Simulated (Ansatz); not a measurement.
Consider CH$_{4}$BrFSSi.

Input file:

```
crystal:
  periodic: [false, false, false]
  atoms:
    - { symbol: F, position_ang: [0.5157, -0.1805, 1.9354] }
    - { symbol: Si, position_ang: [0.9469, -0.0197, 0.3961] }
    - { symbol: Br, position_ang: [2.3298, -1.6733, -0.0371] }
    - { symbol: C, position_ang: [-0.4472, -0.1718, -0.7125] }
    - { symbol: S, position_ang: [-1.7206, 1.138, -0.4066] }
    - { symbol: H, position_ang: [1.6627, 1.2901, 0.2074] }
    - { symbol: H, position_ang: [-2.13927, 1.602, -1.63697] }
    - { symbol: H, position_ang: [-0.1891, -0.109, -1.768] }
    - { symbol: H, position_ang: [-2.0115, 0.8194, 0.9195] }
basis:
  gaussian: { orbitals: def2-SVP }
hamiltonian:
  xc: b3lyp
relax:
  f_tol: 0.02
  max_steps: 50
output:
  orbitals: {}
```

Run with:

```sh
ansatz run input.yaml --threads 2 --pin off --max-ram 3072MiB --backend cpu --events-out ev --progress --plain --runs-dir out
```

The fields are those of the relaxed geometry.

All numbers below come from RKS B3LYP/def2-SVP in Ansatz 0.2.0.

**What will maps of the electron density and electron localisation function show?**

C–S (1.67 Å): ρ at the midpoint is about 1.5 e/Å³; the ELF peaks at about 0.90 between the atoms; a covalent bond.
C–Si (1.80 Å): ρ at the midpoint is about 1 e/Å³; the ELF peaks at about 0.95 between the atoms (a covalent bond).
C–H (1.09 Å): ρ is about 1.9 e/Å³ halfway; the ELF climbs to about 1 towards the hydrogen, as it does in any bond to H; a covalent bond by its length.

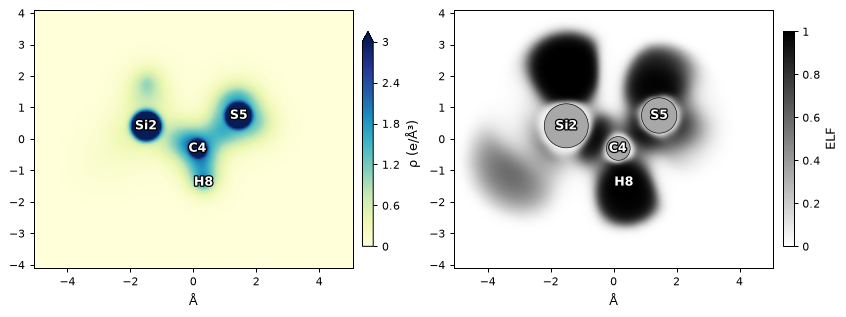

Computed electron density and electron localisation function on the plane of atoms Si2, C4 and H8, in this order. Grey discs cover the atomic cores in the ELF map. 
